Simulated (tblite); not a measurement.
# C5H10Si: the cost of one run

Programs: tblite 0.8.0 and PySCF 2.14.0, with density-fitted response routines of our own. Each step states its level of theory. These are calculated values for one molecule in the gas phase, unless marked as measured. Atoms are numbered from 0 throughout.

## 1. The starting structure

16 atoms, charge 0, multiplicity 1; geometry from: force field or distance geometry start.

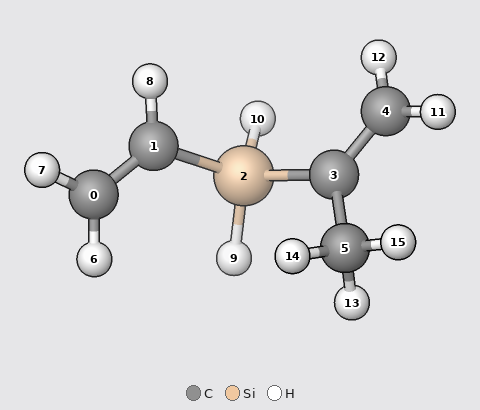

As it starts; carbon grey, silicon light orange, hydrogen white, atoms numbered.

## 2. Geometry optimisation with GFN2-xTB

Job settings and geometry (Å):

```
{"job": {"kind": "relax", "xc": "GFN2-xTB", "basis": "xTB"}, "charge": 0, "multiplicity": 1}
C      2.335900     1.461200     0.664700
C      1.384500     0.710100     1.238500
Si     0.690700    -0.861500     0.590300
C     -1.046100    -0.539500    -0.076000
C     -2.152200    -0.816000     0.657800
C     -1.121100     0.025700    -1.459400
H      2.774000     1.211600    -0.295800
H      2.681600     2.380000     1.148600
H      0.977200     0.998700     2.205800
H      1.529400    -1.377900    -0.507600
H      0.619000    -1.868800     1.671600
H     -3.147100    -0.627700     0.251400
H     -2.114200    -1.228000     1.664500
H     -0.645900    -0.648300    -2.186900
H     -0.617600     1.007700    -1.505400
H     -2.155500     0.181700    -1.764800
```

Launch:

```
$ OMP_NUM_THREADS=1 python probes_run.py task.json out
```

The driver reads the jobs from task.json and runs them one after another.

**Question.** How long does this first job take on 1 thread of Intel Xeon Platinum 8259CL at 2.50GHz, shared host?

About 1.1 s.
